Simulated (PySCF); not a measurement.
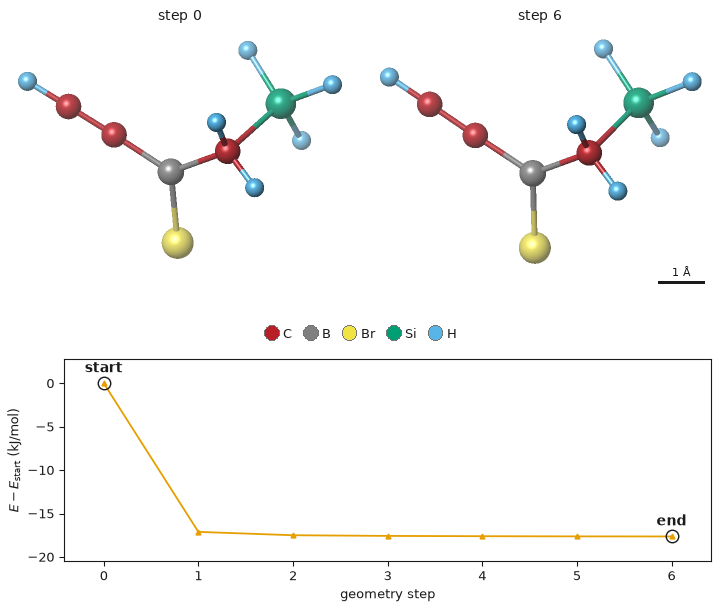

First and last geometry of a relaxation of C3H6BBrSi, with the history of the run. Style: ball-and-stick. Shown face on.

The start comes from GFN2-xTB. Its atoms were then displaced at random by about 0.01 Å.

Computed with PBE0-D3(BJ)/def2-SVP geometry optimisation, gas phase in PySCF. 

Q: Read the history and describe the run.

A: It converged. The Br atom moves most after the best rigid fit: 0.15 Å. Largest moves by element: Br 0.15 Å, H 0.12 Å, C 0.08 Å, B 0.06 Å, Si 0.06 Å. Among the contacts that change: H–Si 1.449 → 1.493 Å, C–Si 1.936 → 1.900 Å, C–C 1.182 → 1.218 Å, C–H 1.068 → 1.101 Å. Bond angles that change, for instance: H–C–H 107.3° → 110.3°, C–B–Br 119.9° → 117.1°, C–Si–H 106.7° → 109.2°. After 6 geometry steps the energy has fallen by 17.6 kJ/mol.
